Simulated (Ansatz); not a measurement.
# Run report: CH3FGeO, frequency calculation

System: CH3FGeO, SMILES C[O][Ge][F].
Method: HF/3-21G, RHF (Ansatz 0.2.0).

The geometry was optimised with HF/3-21G. Figures and captions count atoms from 1; the log counts them from 0 in places.

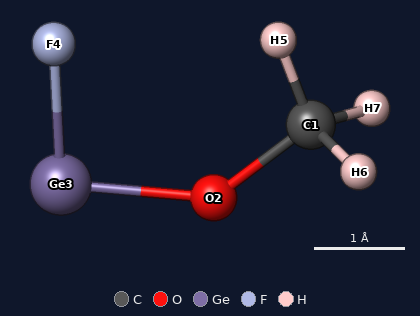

**Figure 1.** The input geometry (ball-and-stick view, seen at a tilt; atoms are numbered from 1 in the order of the input). Sticks mark near contacts.

## Input file
```yaml
crystal:
  periodic: [false, false, false]
  atoms:
    - {symbol: C, position_ang: [-0.523903, 0.490949, 0.418203]}
    - {symbol: O, position_ang: [0.429836, 0.522875, -0.650672]}
    - {symbol: Ge, position_ang: [1.462363, -0.609625, -1.420095]}
    - {symbol: F, position_ang: [1.001647, -1.952264, -0.462791]}
    - {symbol: H, position_ang: [-0.603890, -0.503798, 0.835247]}
    - {symbol: H, position_ang: [-0.215098, 1.181305, 1.191565]}
    - {symbol: H, position_ang: [-1.489455, 0.802359, 0.043043]}
basis:
  gaussian: {orbitals: 3-21G.json}
hamiltonian: {xc: hf}
phonons: {temperatures: {t_min: 298.15, t_max: 298.15, t_step: 1}}
```

Run on 1 thread of Arm Neoverse V2, 112 GiB of memory available, shared host.

Command:
```bash
ansatz run input.yaml --threads 1 --pin off --max-ram 3480MiB --events-out events.jsonl --progress --plain --runs-dir runs
```

## Log
```
Functional definition: HF
  name "HF"
  exchange = exact_x
  correlation = 0
616 factors; integrals over basis functions are off by at most 5.3e-4 eV
mean field evaluation 1: about -61990.0601 eV, gradient 3.7e1 eV
mean field evaluation 2: about -61990.2240 eV, gradient 3.7e1 eV
mean field evaluation 4: about -61992.6778 eV, gradient 2.0e0 eV
mean field evaluation 8: about -61992.7022 eV, gradient 4.1e-2 eV
mean field -61992.70224972 eV, -2278.1897875143 hartree, gradient 6.3e-5 eV, S^2 0.000000; 0 other end points of the search recorded, 0 dependent functions left out
the calculation of the forces begins
reference -61992.70224972 eV, -2278.1897875143 hartree; 29, 29 occupied and 27, 27 virtual orbitals, 616 factors
these checks for a lower state are left out or cut short: stability, starts, cluster_reference, orbital_swaps, neighbouring_geometries, increment
616 factors; integrals over basis functions are off by at most 5.3e-4 eV
mean field evaluation 16: about -61992.7020 eV, gradient 1.5e-3 eV
mean field -61992.70207033 eV, -2278.1897809218 hartree, gradient 3.8e-6 eV, S^2 0.000000; 0 other end points of the search recorded, 0 dependent functions left out
[... from here on the field's lines of each further geometry are left out, up to the last ...]
the calculation of the forces begins
reference -61992.70221613 eV, -2278.1897862800 hartree; 29, 29 occupied and 27, 27 virtual orbitals, 616 factors
these checks for a lower state are left out or cut short: stability, starts, cluster_reference, orbital_swaps, neighbouring_geometries, increment
616 factors; integrals over basis functions are off by at most 5.3e-4 eV
mean field evaluation 384: about -61992.7002 eV, gradient 1.2e0 eV
mean field -61992.70221609 eV, -2278.1897862787 hartree, gradient 3.8e-6 eV, S^2 0.000000; 0 other end points of the search recorded, 0 dependent functions left out
the calculation of the forces begins
reference -61992.70221609 eV, -2278.1897862787 hartree; 29, 29 occupied and 27, 27 virtual orbitals, 616 factors
Total energy: -61992.70224972 eV, -2278.1897875143 hartree
Atom 0 at    -0.523903     0.490949     0.418203 Å, force     0.000051    -0.000002    -0.000054 eV/Å
Atom 1 at     0.429836     0.522875    -0.650672 Å, force     0.000047     0.000179     0.000069 eV/Å
Atom 2 at     1.462363    -0.609625    -1.420095 Å, force     0.000193    -0.000045    -0.000193 eV/Å
Atom 3 at     1.001647    -1.952264    -0.462791 Å, force    -0.000139     0.000017     0.000026 eV/Å
Atom 4 at    -0.603890    -0.503798     0.835247 Å, force    -0.000101    -0.000064     0.000215 eV/Å
Atom 5 at    -0.215098     1.181305     1.191565 Å, force    -0.000005     0.000013    -0.000059 eV/Å
Atom 6 at    -1.489455     0.802359     0.043043 Å, force    -0.000046    -0.000098    -0.000003 eV/Å
Dipole moment:    -0.074511     0.145636     0.034275 e Å
Vibrations: 111.83 153.87 189.73 375.24 683.31 788.73 1214.14 1272.63 1289.63 1626.84 1686.72 1695.14 3203.99 3262.28 3272.88 cm⁻¹, zero-point energy 1.291107 eV
```

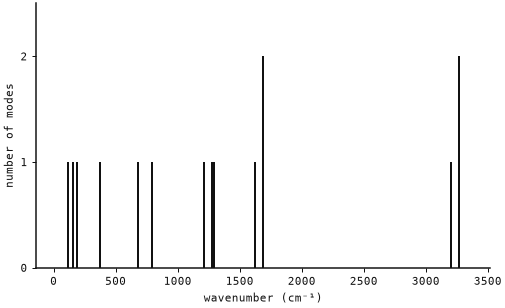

**Figure 2.** Harmonic vibrational wavenumbers from the force constants; neighbouring modes closer than 14 cm⁻¹ are counted in one stick. 15 modes from 112 to 3273 cm⁻¹, none imaginary.

## Results in brief

- outcome: converged
- total energy: −2278.189788 hartree
- basis functions: 56
- largest force: 0.000 eV/Å
- zero-point energy: 0.047447 hartree
- dipole moment: 0.80 D
- wavenumbers, lowest and highest: 112 and 3273 cm⁻¹
- wall time: 23 s
- peak memory: 0.11 GiB
